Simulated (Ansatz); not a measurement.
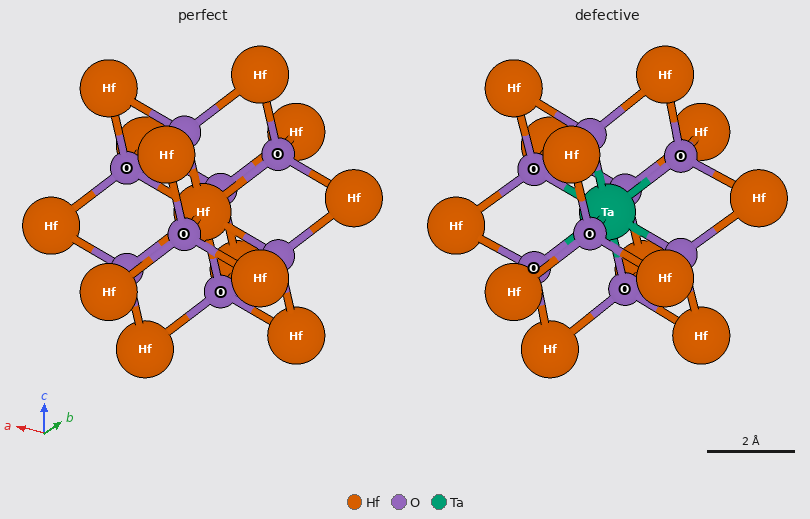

Left: perfect HfO₂. Right: the same region with one point defect, after relaxing the atoms in a supercell of 24 sites. Style: ball-and-stick. Shown: the atoms within 3.8 Å of one point, from a free direction.

All numbers below come from DFT, PBE, plane-wave PAW, default files, scalar-relativistic (Ansatz 0.2.0). Settings: plane-wave cutoff 420 eV; k-point mesh 3 × 3 × 3; occupations fermi dirac; smearing width 0.01 eV; no spin polarisation. A uniform background neutralises the charged cell. The axes drawn are those of the host's conventional cell.

**What kind of defect was made?**

A hafnium atom is replaced by tantalum.

The charge state of the cell is +1.

**How does the lattice respond?**

In the host the Hf atom has 8 O at 2.21 Å; the Ta atom ends with 8 O at 2.15 Å. Of the host's atoms, an oxygen atom moves furthest from its site, by 0.07 Å. Relaxing the atoms from the host's sites lowers the energy by 0.44 eV.

Limits of the set-up: the periodic images lie only 7.2 Å apart, so the values are limited by the cell's size; the cell is charged, on a uniform background, and energies carry no finite-size correction.
